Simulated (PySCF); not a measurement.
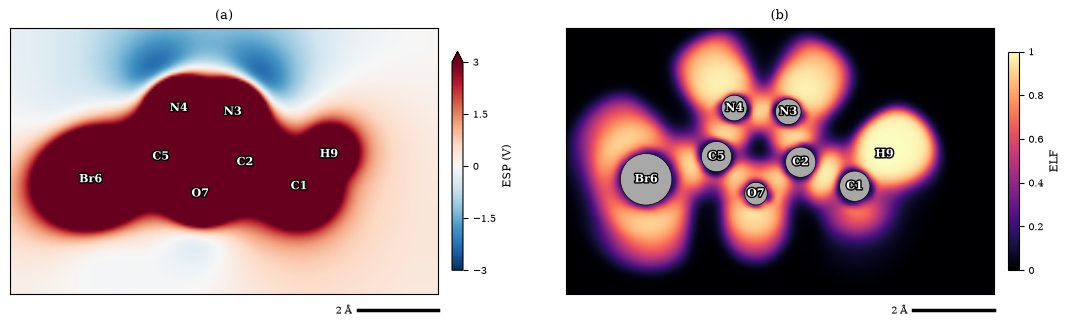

The picture shows: C3H3BrN2O. (a) molecular electrostatic potential; (b) ELF on the plane of atoms N3, C2 and O7. Grey discs cover the atomic cores in the ELF map.

Geometry: GFN2-xTB.

Computed with CAM-B3LYP/def2-SVPD, SCF density, gas phase in PySCF 2.14.0.

Input

```
{"job": {"kind": "uv", "xc": "CAM-B3LYP", "basis": "def2-SVPD", "nstates": 8, "ntriplets": 3}, "charge": 0, "multiplicity": 1}
C     -1.658287     0.105545     0.474178
C     -0.226215    -0.184643     0.284057
N      0.339806    -1.341371     0.179129
N      1.661952    -1.140536     0.017209
C      1.833618     0.135634     0.031802
Br     3.411105     1.069105    -0.141629
O      0.683958     0.820459     0.197468
H     -2.028214     0.714301    -0.349484
H     -2.201888    -0.832795     0.513298
H     -1.806951     0.658957     1.400208
```

Launched as:

```sh
OMP_NUM_THREADS=1 python probes_run.py task.json out
```

### What does the map show?

- The plane passes through C, N, Br, O and H nuclei.
- C–N (1.29 Å): the ELF peaks at about 0.90 between the atoms; localised, covalent bonding.
- N–N (1.35 Å): the ELF peaks at about 0.90 between the atoms; localised, covalent bonding.
- C–O (1.35 Å): the ELF peaks at about 0.90 between the atoms (a shared but strongly polarised pair).
- C–C (1.47 Å): the ELF peaks at about 0.95 between the atoms; localised, covalent bonding.
- C–Br (1.84 Å): the ELF peaks at about 0.90 between the atoms, as expected for localised, covalent bonding.
- The ELF also peaks beside Br6, O7, N3 and N4, away from the bonds: lone-pair regions.
- Outside the dense part of the molecule the potential is most negative (−2.3 V) near N4.
